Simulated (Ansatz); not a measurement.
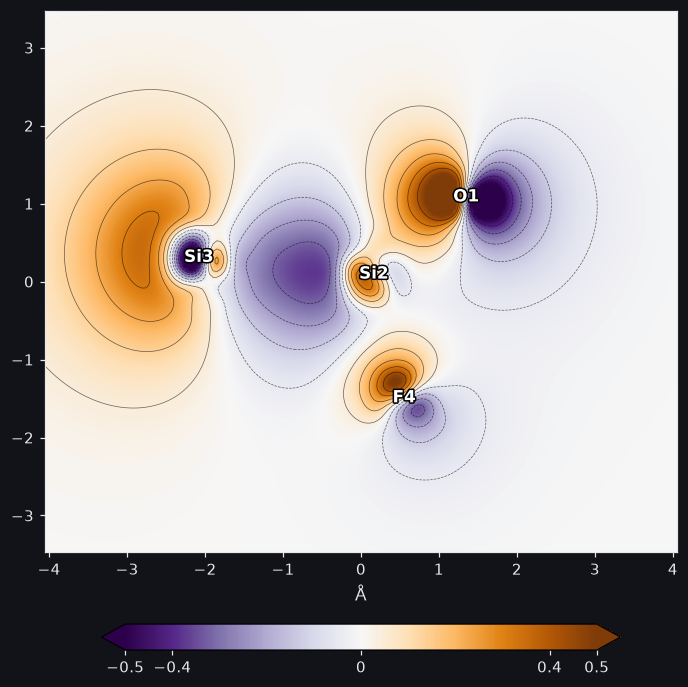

Figure 1: FOSi$_{2}$ (charge −1). The HOMO−1 on the molecular plane (values in Å⁻³ᐟ²; the overall sign is arbitrary).

Geometry: PBE0-D4/def2-TZVPD.

Theory: RKS PBE0-D4/def2-TZVPPD (Ansatz).

```xyz
4

O    -1.9590    0.9801    0.6186
Si   -0.7912    0.1031    0.1290
Si    1.3711    0.4864   -0.3828
F    -1.1259   -1.4831   -0.0922
```

Where does this orbital lie, and at what energy?

Answer. Its weight (Hirshfeld) is mainly on Si3 (about 55 %), Si2 (about 20 %) and O1 (about 20 %); it is symmetric in the molecular plane (an in-plane orbital: σ, lone-pair or in-plane π type). Its energy is −2.40 eV.
